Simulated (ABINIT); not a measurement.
# Beyond one shot: KCaCl3 (Pm-3m)

How far does self-consistency move the gap of KCaCl3 (Pm-3m)?

Method: PBEsol and many-body steps on it, plane waves, in ABINIT 10.8.3.

## 1. The structure

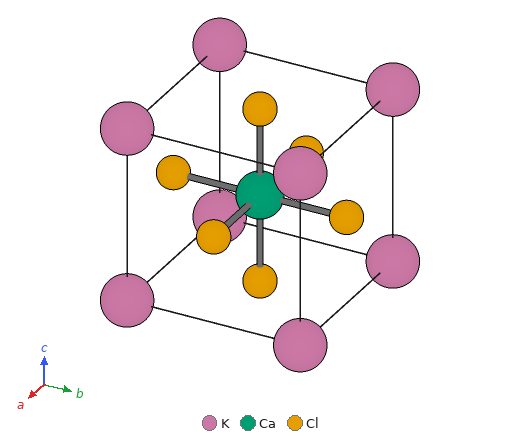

The cell as given, from a free direction (potassium pink, calcium teal, chlorine orange). Some periodic images of atoms are drawn too.

The cell and positions are those that the Materials Project relaxed with its own functionals (PBE, PBE+U or r2SCAN), kept fixed.

## 2. Empty states on the mesh, 2×2×2 mesh, 135 bands

This step: ABINIT 10.8.3; DFT, PBEsol, plane waves, norm-conserving pseudopotentials.

The sums over transitions need many empty states on a uniform mesh; this step solves for them.

The input, run.abi:

```
acell 3*1.0 Angstrom
rprim 
  5.393523000000 0.000000000000 0.000000000000
  0.000000000000 5.393523000000 0.000000000000
  0.000000000000 0.000000000000 5.393523000000
ntypat 3
znucl 19 20 17
natom 5
typat 1 2 3 3 3
xred 
  0.000000000000 0.000000000000 0.000000000000
  0.500000000000 0.500000000000 0.500000000000
  0.000000000000 0.500000000000 0.500000000000
  0.500000000000 0.000000000000 0.500000000000
  0.500000000000 0.500000000000 0.000000000000
pp_dirpath "pseudos"
pseudos "K.upf, Ca.upf, Cl.upf"
ecut 33
ngkpt 2 2 2
nshiftk 1
shiftk 0 0 0
kptopt 1
chksymbreak 0
iscf -2
irdden 1
istwfk *1
nband 135
nbdbuf 12
tolwfr 1e-09
nstep 60
prtvol 0
indata_prefix "in"
outdata_prefix "out"
tmpdata_prefix "tmp"
```

Launch:

```
$ OMP_NUM_THREADS=1 mpirun -n 4 abinit run.abi > log
```

Numbers of over 12 decimals in the logs are rounded to 6 here.

Log:

```text
.Version 10.8.3 of ABINIT. v10.8.2 released Aug 2026.

 Symmetries : space group Pm -3 m (#221); Bravais cP (primitive cubic)
[... echo of the input left out ...]
== DATASET  1 ==================================================================
-   mpi_nproc: 4, omp_nthreads: 1 (-1 if OMP is not activated)

--- !DatasetInfo
iteration_state: {dtset: 1, }
dimensions: {natom: 5, nkpt: 4, mband: 135, nsppol: 1, nspinor: 1, nspden: 1, mpw: 9627, }
cutoff_energies: {ecut:  33.0, pawecutdg:  -1.0, }
[...]
1.35618    1.37559    1.40355    1.40355    1.41092    1.44573    1.44573    1.44573
   1.46778    1.49236    1.49236    1.49236    1.53082    1.53082    1.53082    1.58183
   1.58183    1.58184    1.59268    1.59269    1.62647    1.63091    1.64619
 prteigrs : prtvol=0 or 1, do not print more k-points.

== END DATASET(S) ==============================================================
================================================================================

 -outvars: echo values of variables after computation  --------
            nband         135
             nkpt           4
          spgroup         221
 [... the other variables as echoed above ...]

 Calculation completed.
```

Wall time 48 s (4 MPI ranks of Arm Neoverse V1, shared host); peak memory 0.44 GiB; 3.2 min of CPU time.

Numbers from this step:

| Item | Value |
| --- | --- |
| gap | 4.647 eV |
| k of the valence top | 0.5, 0.5, 0.5 |
| k of the conduction bottom | 0, 0, 0 |
| least direct gap | 4.936 eV |
| k points computed | 4 |
| lowest point of the top converged band, above the valence top | 39.34 eV |

On this mesh the gap is 4.647 eV.

The density comes from a self-consistent run that is not shown.

## 3. Screening, 2×2×2 mesh, 123 bands, screening to 106.1 eV

The RPA dielectric matrix is built and inverted for each q.

This step: RPA screening on PBEsol, plane waves, norm-conserving pseudopotentials.

run.abi: that of step 2 with these lines changed.

```diff
@@ -23,10 +23,11 @@
 chksymbreak 0
-iscf -2
-irdden 1
 istwfk *1
-nband 135
-nbdbuf 12
-tolwfr 1e-09
-nstep 60
-prtvol 0
+occopt 1
+irdwfk 1
+optdriver 3
+nband 123
+ecuteps 3.9
+inclvkb 2
+awtr 1
+symchi 1
 indata_prefix "in"
```

Log:

```text
.Version 10.8.3 of ABINIT. v10.8.2 released Aug 2026.

 Symmetries : space group Pm -3 m (#221); Bravais cP (primitive cubic)
[... echo of the input left out ...]
== DATASET  1 ==================================================================
-   mpi_nproc: 4, omp_nthreads: 1 (-1 if OMP is not activated)

--- !DatasetInfo
iteration_state: {dtset: 1, }
dimensions: {natom: 5, nkpt: 4, mband: 123, nsppol: 1, nspinor: 1, nspden: 1, mpw: 9627, }
cutoff_energies: {ecut:  33.0, pawecutdg:  -1.0, }
electrons: {nelect:   4.00000000E+01, charge:   0.00000000E+00, occopt:   1.00000000E+00, tsmear:   1.00000000E-02, }

 SCREENING: Calculation of the susceptibility and dielectric matrices

 Based on a program developped by R.W. Godby, V. Olevano, G. Onida, and L. Reining.
 Incorporated in ABINIT by V. Olevano, G.-M. Rignanese, and M. Torrent.
.Using double precision arithmetic ; gwpc =  8

[... cell and pseudopotentials left out ...]
--------------------------------------------------------------------------------

 ==== K-mesh for the wavefunctions ====
 Number of points in the irreducible wedge :     4
[... list of points left out ...]
 Together with 48 symmetry operations and time-reversal symmetry
 yields     8 points in the full Brillouin Zone.

 ==== Q-mesh for the screening function ====
 Number of points in the irreducible wedge :     4
[... list of points left out ...]
 Together with 48 symmetry operations and time-reversal symmetry
 yields     8 points in the full Brillouin Zone.

 setmesh: FFT mesh size selected  =    36x   36x   36
          total number of points  =        46656

 vcoul_init : cutoff-mode = AUXILIARY_FUNCTION
 q-points for optical limit:   1
     1)      0.000010    0.000020    0.000030

- screening: taking advantage of time-reversal symmetry
- Maximum band index for partially occupied states nbvw = 20
- Remaining bands to be divided among processors   nbcw = 103
- Number of bands treated by each node ~25

 Number of electrons calculated from density =   40.0000; Expected =   40.0000
 average of density, n =  0.037779
 r_s =    1.8488
 omega_plasma =   18.7490 [eV]

 calculating chi0 at frequencies [eV] :
  1    0.000000E+00    0.000000E+00
  2    0.000000E+00    1.874902E+01

--------------------------------------------------------------------------------
  q-point number  1        q = ( 0.000000, 0.000000, 0.000000) [r.l.u.]
--------------------------------------------------------------------------------
[... chi0 elements left out ...]
 For q-point:  0.000010 0.000020 0.000030
  dielectric constant =   2.5485
  dielectric constant without local fields =   2.9961

  Average fulfillment of the sum rule on Im[epsilon] for q-point    1 :     59.05  [%]
[... wings left out ...]
  q-point number  2        q = ( 0.500000, 0.000000, 0.000000) [r.l.u.]
--------------------------------------------------------------------------------
[... chi0 elements left out ...]
  Average fulfillment of the sum rule on Im[epsilon] for q-point    2 :     65.22  [%]

 [... 2 further q-points ...]
```

Run time: 28 s. Hardware: 4 MPI ranks; peak memory 1.2 GiB.

This step gave:

| Property | Result |
| --- | --- |
| ε∞ with local fields, on this mesh, along the program's q direction | 2.549 |
| the same without local fields | 2.996 |
| plasma frequency | 18.75 eV |
| plane waves in the screening matrix | 389 |

Local fields lower ε∞ by 15 %. On a Γ-centred mesh this coarse the value itself is usually too large, while a short band sum pulls it down.

## 4. G0W0

The self-energy is evaluated for the states that the input lists, and the levels follow from it, in one-shot runs by the linearised quasiparticle equation.

This step: G0W0 on PBEsol, plane waves, norm-conserving pseudopotentials.

run.abi: that of step 3 with these lines changed.

```diff
@@ -26,8 +26,17 @@
 irdwfk 1
-optdriver 3
+optdriver 4
 nband 123
+gwcalctyp 0
+ecutsigx 33
+symsigma 1
+nkptgw 2
+kptgw 
+  0.5000000000 0.5000000000 0.5000000000
+  0.0000000000 0.0000000000 0.0000000000
+bdgw 
+  18 24
+  18 24
 ecuteps 3.9
-inclvkb 2
-awtr 1
-symchi 1
+irdscr 1
+ppmodel 1
 indata_prefix "in"
```

Log:

```text
.Version 10.8.3 of ABINIT. v10.8.2 released Aug 2026.

 Symmetries : space group Pm -3 m (#221); Bravais cP (primitive cubic)
[... echo of the input left out ...]
== DATASET  1 ==================================================================
-   mpi_nproc: 4, omp_nthreads: 1 (-1 if OMP is not activated)

--- !DatasetInfo
iteration_state: {dtset: 1, }
dimensions: {natom: 5, nkpt: 4, mband: 123, nsppol: 1, nspinor: 1, nspden: 1, mpw: 9627, }
cutoff_energies: {ecut:  33.0, pawecutdg:  -1.0, }
electrons: {nelect:   4.00000000E+01, charge:   0.00000000E+00, occopt:   1.00000000E+00, tsmear:   1.00000000E-02, }

 SIGMA: Calculation of the GW corrections

 Based on a program developped by R.W. Godby, V. Olevano, G. Onida, and L. Reining.
 Incorporated in ABINIT by V. Olevano, G.-M. Rignanese, and M. Torrent.
.Using double precision arithmetic ; gwpc =  8

[... cell and pseudopotentials left out ...]
--------------------------------------------------------------------------------

 ==== K-mesh for the wavefunctions ====
 Number of points in the irreducible wedge :     4
[... list of points left out ...]
 Together with 48 symmetry operations and time-reversal symmetry
 yields     8 points in the full Brillouin Zone.

 ==== Q-mesh for screening function ====
 Number of points in the irreducible wedge :     4
[... list of points left out ...]
 Together with 48 symmetry operations and time-reversal symmetry
 yields     8 points in the full Brillouin Zone.

 vcoul_init : cutoff-mode = AUXILIARY_FUNCTION
 q-points for optical limit:   1
     1)      0.000010    0.000020    0.000030
 setmesh: FFT mesh size selected  =    54x   54x   54
          total number of points  =       157464

 Number of electrons calculated from density =   40.0000; Expected =   40.0000
 average of density, n =  0.037779
 r_s =    1.8488
 omega_plasma =   18.7490 [eV]

 === KS Band Gaps ===
  >>>> For spin  1
   Minimum direct gap =   4.9356 [eV], located at k-point      :   0.0000  0.0000  0.0000
   Fundamental gap    =   4.6466 [eV], Top of valence bands at :   0.5000  0.5000  0.5000
                                       Bottom of conduction at :   0.0000  0.0000  0.0000
 SIGMA fundamental parameters:
 PLASMON POLE MODEL  1
 number of plane-waves for SigmaX                 9627
 number of plane-waves for SigmaC and W            389
 number of plane-waves for wavefunctions          9627
 number of bands                                   123
 number of independent spin polarizations            1
 number of spinorial components                      1
 number of k-points in IBZ                           4
 number of q-points in IBZ                           4
 number of symmetry operations                      48
 number of k-points in BZ                            8
 number of q-points in BZ                            8
 number of frequencies for dSigma/dE                 9
 frequency step for dSigma/dE [eV]                0.25
 number of omega for Sigma on real axis              0
 max omega for Sigma on real axis  [eV]           0.00
 zcut for avoiding poles [eV]                     0.10

 EPSILON^-1 parameters (SCR file):
 dimension of the eps^-1 matrix on file            389
 dimension of the eps^-1 matrix used               389
 number of plane-waves for wavefunctions          9627
 number of bands                                   123
 number of q-points in IBZ                           4
 number of frequencies                               2
 number of real frequencies                          1
 number of imag frequencies                          1

 matrix elements of self-energy operator (all in [eV])

 Perturbative Calculation

--- !SelfEnergy_ee
iteration_state: {dtset: 1, }
kpoint     : [   0.500,    0.500,    0.500, ]
spin       : 1
KS_gap     :    6.260
QP_gap     :    8.827
Delta_QP_KS:    2.567
data: !SigmaeeData |
     Band     E0 <VxcDFT>   SigX SigC(E0)      Z dSigC/dE  Sig(E)    E-E0       E
       18  -0.113 -14.235 -18.503   2.470   0.806  -0.240 -15.685  -1.450  -1.563
       19  -0.113 -14.235 -18.503   2.470   0.806  -0.240 -15.685  -1.450  -1.563
       20  -0.113 -14.235 -18.503   2.470   0.806  -0.240 -15.685  -1.450  -1.563
       21   6.148  -6.512  -2.560  -2.671   0.872  -0.147  -5.395   1.117   7.264
       22   7.151  -8.334  -3.719  -2.736   0.862  -0.159  -6.714   1.620   8.771
       23   7.151  -8.334  -3.719  -2.736   0.862  -0.159  -6.714   1.620   8.771
[...]
--- !SelfEnergy_ee
iteration_state: {dtset: 1, }
kpoint     : [   0.000,    0.000,    0.000, ]
spin       : 1
KS_gap     :    4.936
QP_gap     :    7.369
Delta_QP_KS:    2.433
data: !SigmaeeData |
     Band     E0 <VxcDFT>   SigX SigC(E0)      Z dSigC/dE  Sig(E)    E-E0       E
[...]
22   5.431 -11.616  -5.726  -3.052   0.843  -0.186  -9.224   2.392   7.823
       23   5.431 -11.616  -5.726  -3.052   0.843  -0.186  -9.224   2.392   7.823
       24   5.431 -11.616  -5.726  -3.052   0.843  -0.186  -9.224   2.392   7.823

== END DATASET(S) ==============================================================
================================================================================

 -outvars: echo values of variables after computation  --------
           etotal      0.0000000000E+00
            nband         123
             nkpt           4
          spgroup         221
 [... the other variables as echoed above ...]

 Calculation completed.
```

Wall time 17 s (4 MPI ranks); peak memory 1.1 GiB.

This step gave:

- G0W0 gap on the points computed: 7.068 eV
- starting gap on the mesh: 4.647 eV
- k of the valence top: 0.5, 0.5, 0.5
- k of the conduction bottom: 0, 0, 0
- Z at the valence top: 0.806
- Z at the conduction bottom: 0.869
- least direct G0W0 gap on the computed points: 7.369 eV

The gap on the mesh goes from 4.65 eV to 7.07 eV, a correction of +2.42 eV.

## 5. evGW0, cycle 1

This step: evGW0 on PBEsol, plane waves, norm-conserving pseudopotentials.

run.abi: that of step 4 with these lines changed.

```diff
@@ -28,12 +28,16 @@
 nband 123
-gwcalctyp 0
+gwcalctyp 10
 ecutsigx 33
 symsigma 1
-nkptgw 2
+nkptgw 4
 kptgw 
+  0.0000000000 0.0000000000 0.0000000000
+  0.5000000000 0.0000000000 0.0000000000
+  0.5000000000 0.5000000000 0.0000000000
   0.5000000000 0.5000000000 0.5000000000
-  0.0000000000 0.0000000000 0.0000000000
 bdgw 
-  18 24
-  18 24
+  12 29
+  12 29
+  12 29
+  12 29
 ecuteps 3.9
```

Log:

```text
.Version 10.8.3 of ABINIT. v10.8.2 released Aug 2026.

 Symmetries : space group Pm -3 m (#221); Bravais cP (primitive cubic)
[... echo of the input left out ...]
== DATASET  1 ==================================================================
-   mpi_nproc: 4, omp_nthreads: 1 (-1 if OMP is not activated)

--- !DatasetInfo
iteration_state: {dtset: 1, }
dimensions: {natom: 5, nkpt: 4, mband: 123, nsppol: 1, nspinor: 1, nspden: 1, mpw: 9627, }
cutoff_energies: {ecut:  33.0, pawecutdg:  -1.0, }
electrons: {nelect:   4.00000000E+01, charge:   0.00000000E+00, occopt:   1.00000000E+00, tsmear:   1.00000000E-02, }

 SIGMA: Calculation of the GW corrections

 Based on a program developped by R.W. Godby, V. Olevano, G. Onida, and L. Reining.
 Incorporated in ABINIT by V. Olevano, G.-M. Rignanese, and M. Torrent.
.Using double precision arithmetic ; gwpc =  8

[... cell and pseudopotentials left out ...]
--------------------------------------------------------------------------------

 ==== K-mesh for the wavefunctions ====
 Number of points in the irreducible wedge :     4
[... list of points left out ...]
 Together with 48 symmetry operations and time-reversal symmetry
 yields     8 points in the full Brillouin Zone.

 ==== Q-mesh for screening function ====
 Number of points in the irreducible wedge :     4
[... list of points left out ...]
 Together with 48 symmetry operations and time-reversal symmetry
 yields     8 points in the full Brillouin Zone.

 vcoul_init : cutoff-mode = AUXILIARY_FUNCTION
 q-points for optical limit:   1
     1)      0.000010    0.000020    0.000030
 setmesh: FFT mesh size selected  =    54x   54x   54
          total number of points  =       157464

 Number of electrons calculated from density =   40.0000; Expected =   40.0000
[...]
--- !SelfEnergy_ee
iteration_state: {dtset: 1, }
kpoint     : [   0.500,    0.500,    0.000, ]
spin       : 1
KS_gap     :    6.698
QP_gap     :   10.945
Delta_QP_KS:    4.247
data: !SigmaeeData |
     Band     E_DFT   <VxcDFT>   E(N-1)  <Hhartree>   SigX  SigC[E(N-1)]    Z     dSigC/dE  Sig[E(N)]  DeltaE  E(N)_pert E(N)_diago
[...]
--- !SelfEnergy_ee
iteration_state: {dtset: 1, }
kpoint     : [   0.500,    0.500,    0.500, ]
spin       : 1
KS_gap     :    6.260
QP_gap     :    8.827
Delta_QP_KS:    2.567
data: !SigmaeeData |
     Band     E_DFT   <VxcDFT>   E(N-1)  <Hhartree>   SigX  SigC[E(N-1)]    Z     dSigC/dE  Sig[E(N)]  DeltaE  E(N)_pert E(N)_diago
[...]
28     9.304   -17.590     9.304    26.894    -9.360    -3.829     0.794    -0.259   -14.094     3.496    12.800    13.705
       29     9.304   -17.590     9.304    26.894    -9.360    -3.829     0.794    -0.259   -14.094     3.496    12.800    13.705

 New Fermi energy :        6.873520E-02 Ha ,    1.870380E+00 eV

 === QP Band Gaps ===
  >>>> For spin  1
   Minimum direct gap =   7.8655 [eV], located at k-point      :   0.0000  0.0000  0.0000
   Fundamental gap    =   7.5631 [eV], Top of valence bands at :   0.5000  0.5000  0.5000
                                       Bottom of conduction at :   0.0000  0.0000  0.0000

 writing QP data on file : out_QPS

 Convergence of QP corrections
 >>>>> For spin  1 <<<<<
.  kptgw no:  1; Maximum DeltaE = (  -1.652   0.000) for band index: 14
.  kptgw no:  2; Maximum DeltaE = (  -1.609   0.000) for band index: 15
.  kptgw no:  3; Maximum DeltaE = (  -1.578   0.000) for band index: 12
.  kptgw no:  4; Maximum DeltaE = (  -1.450   0.000) for band index: 18

== END DATASET(S) ==============================================================
================================================================================

 -outvars: echo values of variables after computation  --------
           etotal      0.0000000000E+00
            nband         123
             nkpt           4
          spgroup         221
 [... the other variables as echoed above ...]

 Calculation completed.
```

The job ended after 92 s (4 MPI ranks; peak memory 1.9 GiB).

Numbers from this step:

```
quasiparticle gap on the mesh                         : 7.563 eV
gap of the density functional on the mesh             : 4.647 eV
k of the valence top                                  : 0.5, 0.5, 0.5
k of the conduction bottom                            : 0, 0, 0
Z at the valence top                                  : 0.806
Z at the conduction bottom                            : 0.869
least direct quasiparticle gap on the computed points : 7.866 eV
```

Against G0W0 in ABINIT (2×2×2 mesh, 123 bands, screening to 106.1 eV, Godby-Needs plasmon pole), the gap moves by +0.495 eV. This first cycle still uses the starting levels; it takes the full correction, at all points of the mesh, and its linearised value is 7.068 eV.

## 6. evGW0, cycle 2

The corrected levels of the last cycle go back in.

run.abi: that of step 5 with these lines changed.

```diff
@@ -45,2 +45,3 @@
 ppmodel 1
+irdqps 1
 indata_prefix "in"
```

Log:

```text
.Version 10.8.3 of ABINIT. v10.8.2 released Aug 2026.

 Symmetries : space group Pm -3 m (#221); Bravais cP (primitive cubic)
[... echo of the input left out ...]
== DATASET  1 ==================================================================
-   mpi_nproc: 4, omp_nthreads: 1 (-1 if OMP is not activated)

--- !DatasetInfo
iteration_state: {dtset: 1, }
dimensions: {natom: 5, nkpt: 4, mband: 123, nsppol: 1, nspinor: 1, nspden: 1, mpw: 9627, }
cutoff_energies: {ecut:  33.0, pawecutdg:  -1.0, }
[...]
.  kptgw no:  2; Maximum DeltaE = (   0.101   0.000) for band index: 17
.  kptgw no:  3; Maximum DeltaE = (   0.100  -0.000) for band index: 15
.  kptgw no:  4; Maximum DeltaE = (   0.090   0.000) for band index: 17

== END DATASET(S) ==============================================================
================================================================================

 -outvars: echo values of variables after computation  --------
           etotal      0.0000000000E+00
            nband         123
             nkpt           4
          spgroup         221
 [... the other variables as echoed above ...]

 Calculation completed.
```

Run time: 92 s. Hardware: 4 MPI ranks; peak memory 1.9 GiB; 6.1 min of CPU time.

Numbers from this step:

- quasiparticle gap on the mesh: 7.424 eV
- gap of the density functional on the mesh: 4.647 eV
- k of the valence top: 0.5, 0.5, 0.5
- k of the conduction bottom: 0, 0, 0
- least direct quasiparticle gap on the computed points: 7.725 eV

Against the cycle before, the gap moves by −0.139 eV.

(Part 1 of 3 ends here.)

[Paths, hosts, dates, memory and timing lines, banners, echoed tables and standing remarks are left out of the program output.]

[Logs are printed without paths, hosts, clocks, repeated set-up lines and the standing remarks that a program may print on its own settings, such as how far it seeks lower states.]

[Runs of the session that timed out or met a known fault of the program may be left out.]

[Hosts, paths, dates, database ids (printed as entryN), source tags and the programs' standing remarks are cut or masked in the printed files.]

[G0W0 gaps are taken among the corrected bands and points alone; a level outside them can change the order at an edge.]

[Where Ansatz stands beside ABINIT at settings called matched, ABINIT's density can come from a denser mesh and the files from another edition; pairs whose starting gaps differed by over 0.03 eV were left out, so agreement reads better than it is.]
